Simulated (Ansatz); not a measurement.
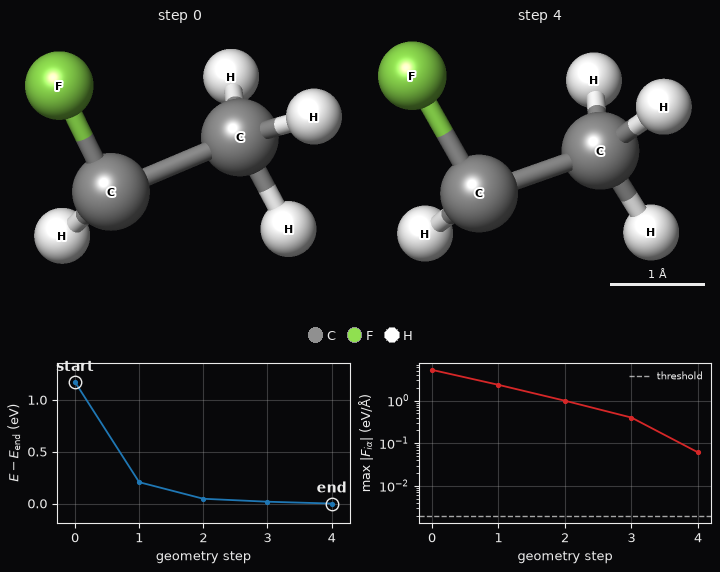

First and last geometry of a relaxation of C₂H₄F (charge −1), with the history of the run. Style: ball-and-stick. Shown from a free direction.

Method: RKS PBE0-D4/def2-SVP (Ansatz 0.2.0).

Input file:
```yaml
crystal:
  periodic: [false, false, false]
  atoms:
    - {symbol: C, position_ang: [-0.529197, 0.324024, -0.001822]}
    - {symbol: C, position_ang: [1.025533, -0.072177, 0.080528]}
    - {symbol: F, position_ang: [0.958851, -0.875534, 1.120149]}
    - {symbol: H, position_ang: [-1.260121, -0.557836, -0.292769]}
    - {symbol: H, position_ang: [-0.461133, 1.092139, -0.830593]}
    - {symbol: H, position_ang: [-0.868334, 1.146688, 0.689046]}
    - {symbol: H, position_ang: [1.285651, -0.598858, -0.818160]}
basis:
  gaussian: {orbitals: def2-SVP}
total_charge: -1
hamiltonian: {xc: pbe0, dispersion: d4}
relax: {f_tol: 0.002, max_steps: 5, max_displacement: 0.2}
```

Launched with:
```bash
ansatz run in.yaml --threads 2 --pin off --events-out ev --progress --plain --max-ram 3481MiB
```

Question: What do the curves and the structures tell?

Answer: The relaxation stopped without meeting its thresholds, so the last structure isn't shown to be converged. It used up its limit of 5 steps. Over 4 geometry steps the energy falls by 1.173 eV. The largest force component goes from 5.2 to 0.061 eV/Å. The atom that moves furthest after the best rigid fit is H5 (0.19 Å). By element the largest moves are H 0.19 Å, C 0.14 Å, F 0.14 Å. Some distances before and after: C2–F3 1.316 → 1.474 Å, C1–C2 1.607 → 1.516 Å, C2–H7 1.074 → 1.131 Å, C1–H4 1.182 → 1.134 Å. Bond angles that change, for instance: H5–C1–H6 88.4° → 106.1°, H4–C1–H6 120.6° → 104.5°, C2–C1–H5 98.4° → 109.4°.

Limits of the set-up: the basis has no diffuse functions, which an anion needs.
